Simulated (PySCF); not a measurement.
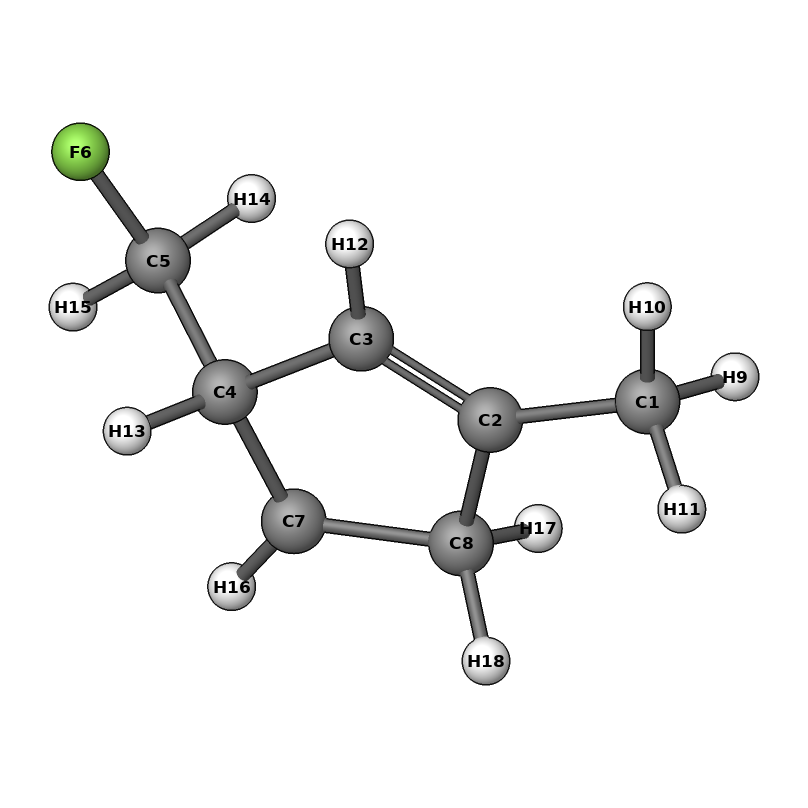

The questions are on Mulliken spin populations. Charge 0, doublet. The computed structure is the end point of a GFN2-xTB optimisation. No frequency run is at hand to confirm it as a minimum. Level of theory: UKS B3LYP, pcH-1 on C F H, non-relativistic (PySCF 2.14.0).

Question: Which atom carries the largest spin population?

Answer: C7 (1.03 e).

Question: Which atom has the lowest spin population?

Answer: C8 (−0.09 e); a negative value comes from spin polarisation.

Give the Mulliken spin populations atom by atom.

| atom | value (e) |
| --- | --- |
| C1 | 0.00 |
| C2 | 0.00 |
| C3 | 0.00 |
| C4 | −0.08 |
| C5 | 0.04 |
| F6 | 0.00 |
| C7 | 1.03 |
| C8 | −0.09 |
| H9 | 0.00 |
| H10 | 0.00 |
| H11 | 0.00 |
| H12 | 0.00 |
| H13 | 0.05 |
| H14 | 0.00 |
| H15 | 0.00 |
| H16 | −0.04 |
| H17 | 0.04 |
| H18 | 0.05 |

Mulliken values depend strongly on the basis set.
